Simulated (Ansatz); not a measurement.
A computed series for Cu2O: response to strain

The reference is Cu2O (space group Pn-3m, No. 224; a = 4.299 Å).

Strains are applied to the cell and any free atomic positions relax.

Computed with PBE/PAW in Ansatz (a program for electronic structure), without spin-orbit coupling, earlier PAW set.

Notes on the quantities. energy relative to the base: free energy F.

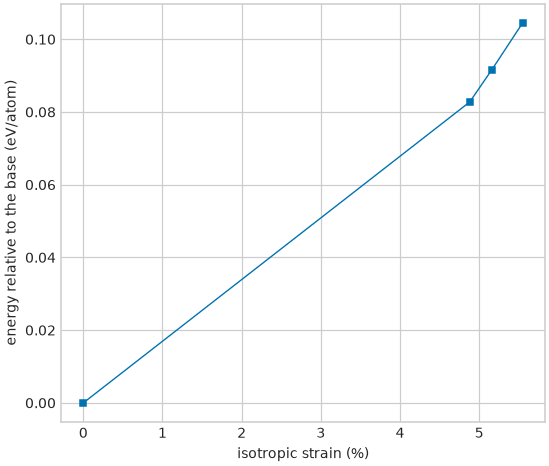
Figure: Energy relative to the base against isotropic strain

Task: From the plot, what is the energy relative to the base for isotropic strain +4.88 %?

Result: About 0.083 eV/atom.

Task: Is the trend monotonic over the range shown?

Result: Yes, it rises throughout, spanning 0 meV/atom to +105 meV/atom.

No phonon test of stability was made. No Hubbard U is applied. The final runs are not spin-polarised.
